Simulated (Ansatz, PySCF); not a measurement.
Stretching the Se3–H4 bond in CdFHSe (SMILES [F][Cd][SeH]) (multiplicity 1 held, fragments rigid). Energies count from the point at 1.473 Å.
Geometry at that point (charge 0, multiplicity 1):
```xyz
4

Cd     0.4182    -0.5398     0.2903
F      1.5232    -1.9575     1.0651
Se    -0.9710     1.2188    -0.7056
H     -0.7684     2.0868     0.4677
```

R- and RO- levels are restricted; in cc, def2 and unpolarised 6-31G sets they are followed outwards from rest. Active spaces are followed from a long bond inwards. Left out are points that failed, MP2 points that dive below the minimum, coupled-cluster points behind a jump of the amplitudes or a sharp parting from full CI or MRCI, small-basis points behind a change of solution, and semi-empirical points at long bonds. Curves can end on different states.

Cores are frozen in the correlated methods. Filled d and f shells under p-block atoms count as core. Rows in 3-21G carry no dispersion term and start afresh at each structure; the Pople sets are all-electron and without relativity.

The values were computed with Ansatz (Gaussian basis) for Hartree–Fock, density functionals and correlated methods; PySCF for 3-21G rows. Each number belongs to the level named beside it. In def2 rows elements past Kr take small-core potentials, without spin–orbit coupling.

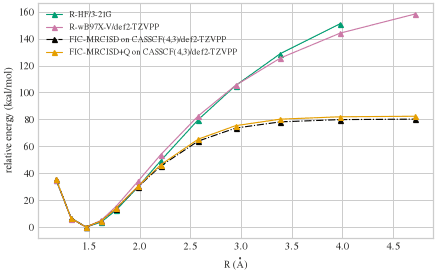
*Relative energy along the coordinate*

Doubts at one or more of the structures used: a restricted determinant that unrestricted orbitals would lower (R-HF/3-21G, R-wB97X-V/def2-TZVPP); active orbitals that take no part (FIC-MRCISD on CASSCF(4,3)/def2-TZVPP, FIC-MRCISD+Q on CASSCF(4,3)/def2-TZVPP).

Ansatz is a quantum-chemistry and plane-wave program.
